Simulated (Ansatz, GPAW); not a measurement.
# Se/Ru(0001): simulated STM images, part 3 of 3

Wanted: filled- and empty-state images of Se/Ru(0001), with its work function.

GPAW 26.7.0 and Ansatz 0.2.0; Ansatz plane waves; slab in vacuum with a dipole correction, relaxation (the session's first sound run).

So far, upper work function (eV): step 2 (relaxation, PBE) 3.75; step 3 (the slab's potential, PBE, GPAW) 3.76.

**4. A second plane-wave code**

A second program with its own datasets checks the number independently.

This step: Ansatz plane waves; slab in vacuum with a dipole correction (Ansatz 0.2.0).

Input file input.yaml:

```yaml
crystal:
  lattice:
    - [2.7, 0.0, 0.0]
    - [1.35, 2.3382685902, 0.0]
    - [0.0, 0.0, 26.7327092233]
  atoms:
    - { symbol: Ru, position: [0.6666666667, 0.6666666667, 0.3366662138] }
    - { symbol: Ru, position: [0.0, 0.0, 0.4166581063] }
    - { symbol: Ru, position: [0.6666666667, 0.6666666667, 0.4970218725] }
    - { symbol: Ru, position: [0.0, 0.0, 0.5778218586] }
    - { symbol: Se, position: [0.3333333333, 0.3333333333, 0.655548267] }
kpoints:
  mp_grid: { grid: [13, 13, 1] }
hamiltonian:
  xc: pbe
scf:
  occupations: { method: fermi_dirac, width: 0.1 }
efield:
  axis: 3
  dipole_correction: true
  ramp_width: 0.05
output:
  forces: true
  band_densities: [{ e_range: [-0.5, 0] }, { e_range: [0, 0.5] }]
  write_potential: true
  write_density: true
  volumetric_format: npy
```

Command:

```console
> ansatz run input.yaml --threads 4 --pin off --max-ram 8192MiB --backend cpu --events-out ev --progress --plain --runs-dir out
```

Numbers of over 12 decimals in the logs are rounded to 6 here.

Output:

```text
[...]
Crystal: 5 atoms, lattice volume = 168.772 Å³
Basis set: ecut = 420 eV, 3347 PW (Γ), exchange–correlation on 40×40×360 points (8 copies of the dense FFT grid, shifted against one another)
Bands: 48, of which v1, the nominal top of the filled ones, is band 40 counted from 1 (39 counted from 0)
Symmetry: 6 space group operations
[...]
k-points: 21 of 169 (time reversal used)
[...]
SCF iter   1: F=—  HF=-28982.542789 eV  |F-HF|=—  |Δ(HF+E_count)|=         —  Δρ=3.00e-2  dr2=3.95e1  ethr=1.77e-3  p=0.088 e·Å  D=9.40e-2 V/Å  ΔV_dip=-2.51 eV  dr2_dipole=1.71e1  V_vac-E_F(+/−)=2.60/5.11 eV  ⟨swp⟩=8.2  Hψ=4413  notcnv=0
[...]
SCF iter   9: F=-28982.010698 eV  HF=-28982.010698 eV  |F-HF|=1.60e-8  |Δ(HF+E_count)|=   1.76e-7  Δρ=4.09e-6  dr2=7.50e-8  ethr=1.25e-10  p=0.045 e·Å  D=4.80e-2 V/Å  ΔV_dip=-1.28 eV  dr2_dipole=2.61e-9  V_vac-E_F(+/−)=3.75/5.03 eV  ⟨swp⟩=14.7  Hψ=8827  notcnv=0
SCF 1 converged in 9 iterations: F = -28982.010698 eV  dr2 = 7.50e-8
[...]
NSCF: frozen V_eff on 7 k-points
efield: sawtooth ramp at fractional position 0.9711 (kept from the solve that this one continues, or follows in the run), width 0.0500; the density the first Hamiltonian is built on has a dipole p = 0.045 e·Å; the dipole correction subtracts the counter field D = 4.80e-2 V/Å, which shifts the + side's vacuum level by -1.28 eV against the − side's; the planar-averaged density in the ramp window peaks in size at 9.9e-6 e/Å³
[...]
SCF converged after 9 iterations
Free energy (F): -28982.010698 eV
[...]
Internal energy: -28981.856213 eV  (E = F + TS)
E sigma→0 (E₀):  -28981.933455 eV
Entropy (-TS):   -0.154485 eV (-30.897 meV/atom)
Fermi energy:    6.571413 eV
Dipole field:    D = 0.048056 V/Å  (p = 0.044821 e·Å, saw-weighted, corrected)
Work function:   Φ+ = 3.7464 eV   Φ− = 5.0311 eV
[...]
--- Forces (eV/Å), atoms counted from 1 ---
  atom   1  Ru    -0.00000000     0.00000000     0.60351354
  atom   2  Ru    -0.00000000     0.00000000    -0.61370026
  atom   3  Ru    -0.00000000     0.00000000     0.00244620
  atom   4  Ru    -0.00000000     0.00000000     0.00641455
  atom   5  Se    -0.00000000     0.00000000     0.00133023
  max |Σ_I F_I| component: 4.26e-6 eV/Å
--- Band table (eV; the first three rows and the last of 21) ---
  k-point 0: bands = [... 36 lower, 4.5825, 5.2793, 5.6709, 5.6709, 6.4916, 6.4916, 7.2509, 7.2509, ... 4 higher]
  k-point 1: bands = [... 36 lower, 4.7214, 5.0388, 5.5495, 5.5869, 6.2726, 6.4309, 6.6412, 7.2442, ... 4 higher]
  k-point 2: bands = [... 36 lower, 4.8053, 5.0168, 5.2299, 5.5605, 5.8020, 6.3202, 6.6945, 7.2105, ... 4 higher]
  k-point 20: bands = [... 36 lower, 4.6521, 5.2971, 5.6618, 6.7849, 7.0795, 7.2037, 7.6785, 7.8679, ... 4 higher]
--- Band densities, each state counted as filled ---
  window                                       electrons  max residual (eV)  cut levels
  e_range: [-0.5, 0]                            2.579882             1.3e-6           0
  e_range: [0, 0.5]                             2.272189             2.9e-6           0
```

It took 4.6 s on 4 threads of Intel Xeon Platinum 8488C (Sapphire Rapids), shared host; peak memory 0.61 GiB.

This step gave:

* upper work function: 3.746 eV
* lower work function: 5.031 eV
* dipole along the normal: 0.04482 e·Å
* dipole field: 0.04806 V/Å
* vacuum level below: 11.60 eV
* corrugation e range -0.5 0 4: 0.05967 Å
* decay e range -0.5 0: 1.284 Å⁻¹
* apparent barrier e range -0.5 0: 6.282 eV, hbar² kappa² / 2m (holds the in-plane momentum too)
* corrugation e range 0 0.5 4: 0.05133 Å
* decay e range 0 0.5: 1.104 Å⁻¹
* apparent barrier e range 0 0.5: 4.648 eV, hbar² kappa² / 2m (holds the in-plane momentum too)

The electrostatic potential energy of an electron (with the applied field's), less the Fermi level, planar mean oscillates, so the rows of the table below give means over windows of 2.08 Å about each position, cut where the curve ends. Its maxima inside the range that stand out by 2 % of the span (Å: eV): 10.1: -1.86, 12.2: -1.96, 14.4: -1.77, 16.5: -3.17. Its minima: 9.1: -28.3, 11.1: -28.9, 13.2: -28.5, 15.4: -28.8, 17.5: -10.4.

Electrostatic potential energy of an electron (with the applied field's), less the Fermi level, planar mean against z; means over each step:

| z (Å) | electrostatic potential energy of an electron (with the applied field's), less the Fermi level, planar mean (eV) |
| --- | --- |
| 1.04 | 4.96 |
| 3.12 | 5.03 |
| 5.20 | 5.02 |
| 7.28 | 2.75 |
| 9.36 | -14.7 |
| 11.44 | -15.1 |
| 13.52 | -15.1 |
| 15.60 | -15.5 |
| 17.68 | -7.03 |
| 19.76 | 3.41 |
| 21.84 | 3.75 |
| 23.92 | 3.75 |
| 26.00 | 3.86 |

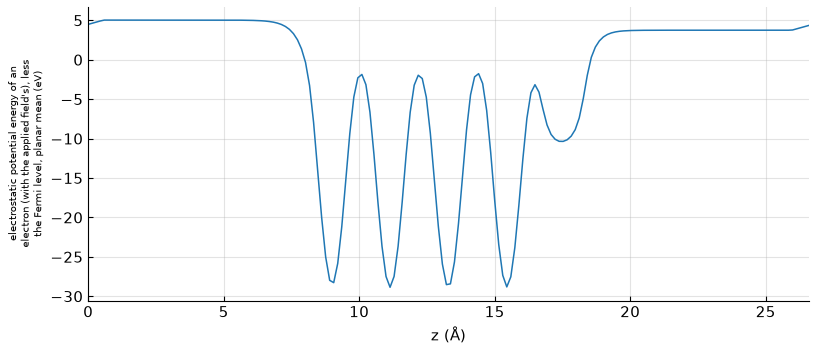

Electrostatic potential energy of an electron (with the applied field's), less the Fermi level, planar mean against z.

The valence density, planar mean oscillates, so the rows of the table below give means over windows of 2.08 Å about each position, cut where the curve ends. Its maxima inside the range that stand out by 2 % of the span (Å: e/Å³): 9.1: 2.19, 11.1: 2.22, 13.2: 2.19, 15.4: 2.22, 17.5: 3.08. Its minima: 10.1: 0.376, 12.2: 0.369, 14.4: 0.363, 16.5: 0.375.

The valence density, planar mean by z; means over each step:

| z (Å) | valence density, planar mean (e/Å³) |
| --- | --- |
| 3.12 | 0 |
| 5.20 | 4.0e-4 |
| 7.28 | 0.0943 |
| 9.36 | 1.20 |
| 11.44 | 1.20 |
| 13.52 | 1.20 |
| 15.60 | 1.21 |
| 17.68 | 1.17 |
| 19.76 | 0.0176 |
| 21.84 | 3.1e-5 |

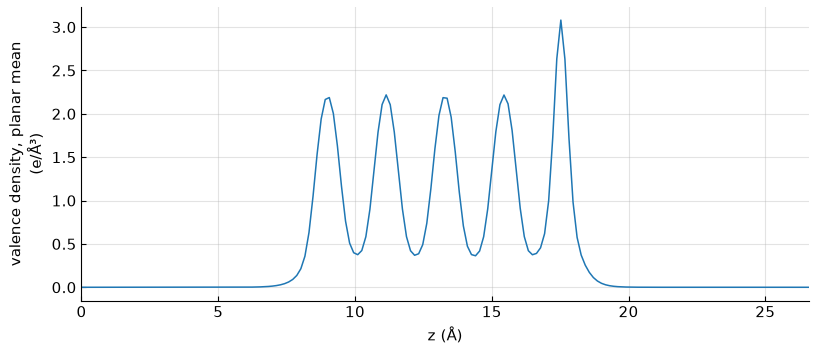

Valence density, planar mean against z.

E_range_-0.5_0. The planar mean of the window's density by height over the top atom:

```
height over the top atom (Å)  planar mean of the window's density (e/Å³)
                        1.50                                     0.00268
                        1.90                                      9.6e-4
                        2.50                                      2.0e-4
                        2.90                                      7.3e-5
                        3.50                                      1.6e-5
                        3.90                                      5.6e-6
                        4.50                                      1.2e-6
                        4.90                                      4.3e-7
                        5.50                                      9.6e-8
                        5.90                                      3.5e-8
                        6.50                                      8.2e-9
                        6.90                                      3.1e-9
                        7.50                                     7.8e-10
                        7.90                                     3.3e-10
```

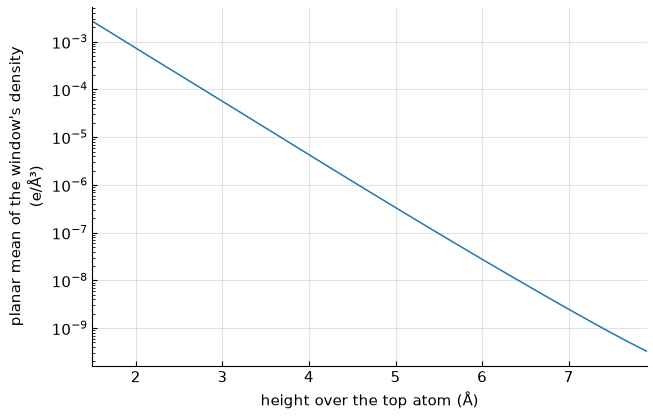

Planar mean of the window's density, plotted against height over the top atom.

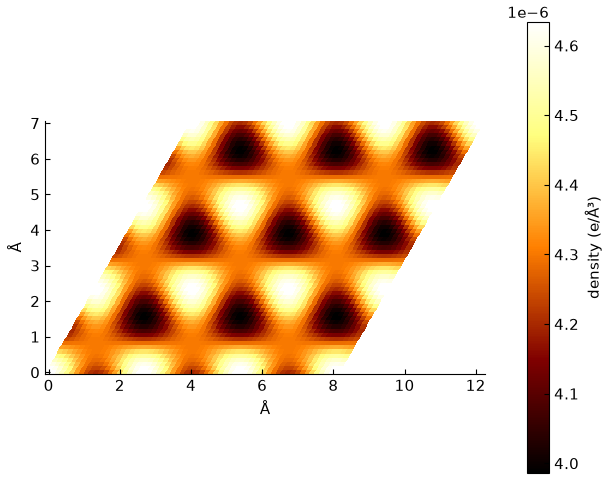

Density over a1 and a2. Constant height 4 Å over the top atom, window e_range_-0.5_0. The cell is repeated, with its origin at the lower left corner.

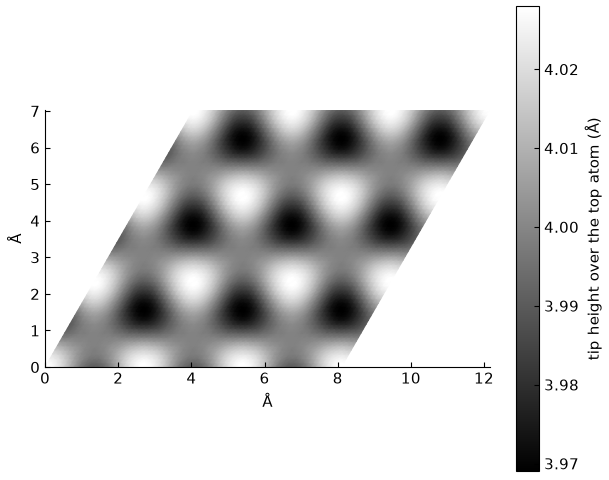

Tip height over the top atom over a1 and a2. Constant current at the density 4.310e-06 e/Å^3, window e_range_-0.5_0. The cell is repeated, with its origin at the lower left corner.

E_range_0_0.5. Planar mean of the window's density against height over the top atom:

```csv
height over the top atom (Å),planar mean of the window's density (e/Å³)
1.5,0.00236
2.0,7.1e-4
2.5,2.2e-4
3.0,6.9e-5
3.5,2.3e-5
4.0,7.4e-6
4.5,2.5e-6
5.0,8.4e-7
5.5,2.8e-7
6.0,9.7e-8
6.5,3.3e-8
7.0,1.1e-8
7.5,3.6e-9
```

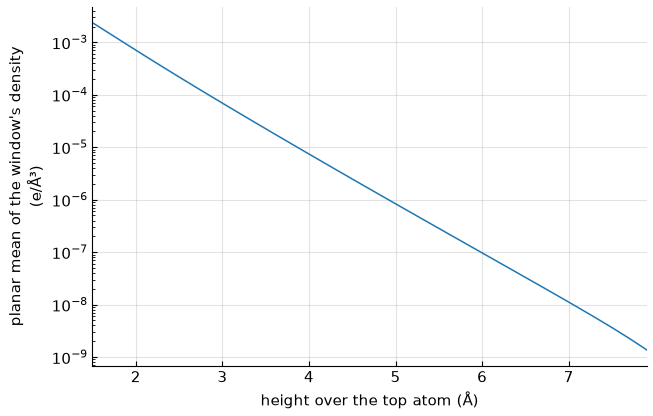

Planar mean of the window's density against height over the top atom.

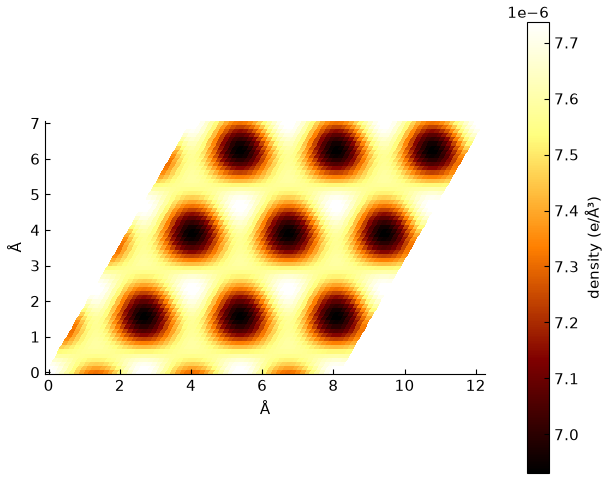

Density over a1 and a2. Constant height 4 Å over the top atom, window e_range_0_0.5. The cell is repeated, with its origin at the lower left corner.

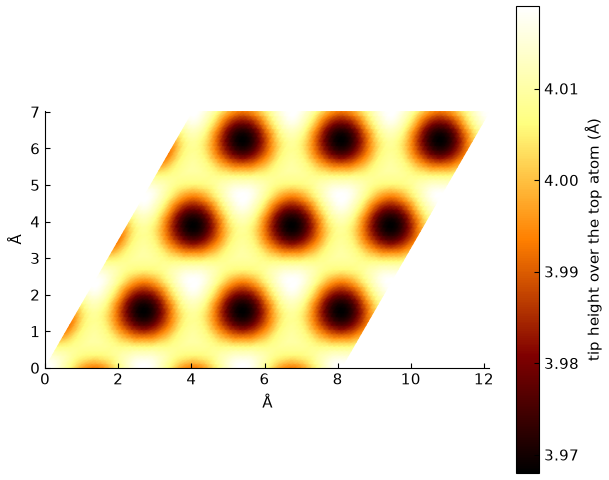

Tip height over the top atom over a1 and a2. Constant current at the density 7.422e-06 e/Å^3, window e_range_0_0.5. The cell is repeated, with its origin at the lower left corner.

Force by atom:

```
atom  x (eV/Å)  y (eV/Å)  z (eV/Å)   size
 Ru1     0.000     0.000     0.604  0.604
 Ru2     0.000     0.000    -0.614  0.614
 Ru3     0.000     0.000     0.002  0.002
 Ru4     0.000     0.000     0.006  0.006
 Se5     0.000     0.000     0.001  0.001
```

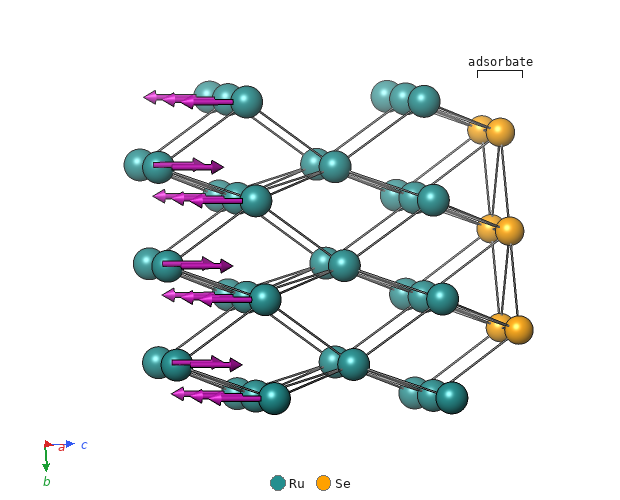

Force as arrows, the longest 0.614 eV/Å. Bonds to atoms that aren't drawn are left out. 2×3×1 cells are drawn. Some periodic images of atoms are drawn too.

The upper face's work function is 3.746 eV, against 3.760 eV in the first plane-wave PBE run at this geometry.

**5. Side by side**

Results and costs are gathered.

This step: comparison of work functions, dipole and cost (GPAW 26.7.0).

Ladder, by row:

```
  step    code  work function, upper (eV)  work function, lower (eV)  dipole (e Å)  wall time (s)  peak memory (GiB)  threads
    pw    GPAW                       3.76                      5.013       0.04404          275.4               0.58        1
ansatz  Ansatz                      3.746                      5.031       0.04482            4.6              0.615        4
```

**6. Outcome**

| Quantity | Value |
| --- | --- |
| work function, upper and lower face | 3.760 and 5.013 eV |
| dipole along the normal | 0.0440 e Å |
| corrugation at -0.5 V | 0.0707 Å |
| corrugation at 0.5 V | 0.0613 Å as printed, 0.048 Å or less without short-wave noise |

What this shows: At 0.5 V GPAW's map carries short-wave noise, which can't be real at this height: without waves under 1.5 Å it spans 0.048 Å against 0.061 Å printed. The reading below uses the filtered value, which may still be too high. The corrugation at constant current is largest at -0.5 V, where the tip height varies by 0.071 Å over the cell. Negative sample bias images filled states, positive bias empty ones. The two faces differ by 1.3 eV, the step that the slab's dipole makes (e p/(ε0 A) gives 1.3 eV), so the dipole layer is needed. The two plane-wave codes differ by 0.013 eV on the upper face. The images are of Tersoff-Hamann type: an s-wave tip, no tip-sample forces, heights closer than in a microscope. Ansatz gives corrugations of 0.060 Å at -0.5 V (GPAW 0.071) and 0.051 Å at 0.5 V (GPAW 0.048). GPAW's time includes a further run over the whole zone for the images, so the two times are not like for like. The cell of 6.31 Å² holds one Se, started on one chosen site; other sites and coverages weren't tried. The in-plane lattice was kept as typed, which isn't the functional's own and leaves some strain; spin-orbit coupling and temperature are left out.

[Logs are printed without paths, hosts, clocks, repeated set-up lines and the standing remarks that a program may print on its own settings, such as how far it seeks lower states.]

[Hosts, paths, dates, database ids (printed as entryN), source tags and the programs' standing remarks are cut or masked in the printed files.]
